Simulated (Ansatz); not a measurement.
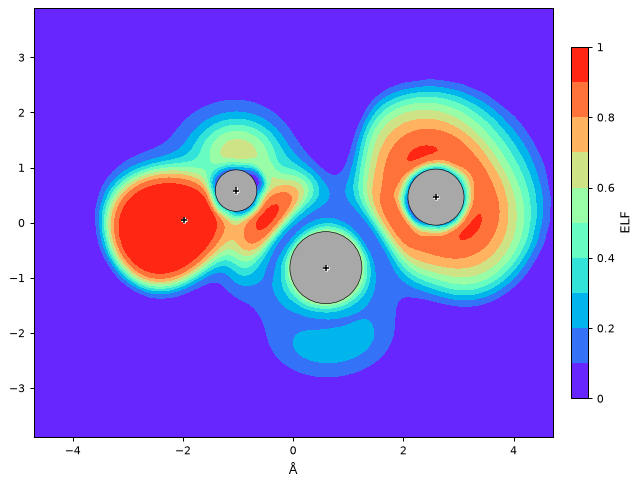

The ELF on a plane through atoms (crosses mark nuclei in the plane; grey discs cover the cores).

Level of theory: RHF/def2-SVP in Ansatz 0.2.0.

Candidates:
A. CH₅ClSn
B. F₂H₄W

**Which system is this?**

Candidate A: CH₅ClSn on the plane of atoms Cl2, Sn1 and C4, which holds Sn, Cl, C and H. C–Sn (2.15 Å): the ELF peaks at about 0.95 in the valence shell of C, 0.8 Å from its nucleus, and drops to about 0.15 between the two atoms. Sn–Cl (2.37 Å): the ELF peaks at about 0.85 in the valence shell of Cl, 0.9 Å from its nucleus, and drops to about 0.10 between the two atoms.
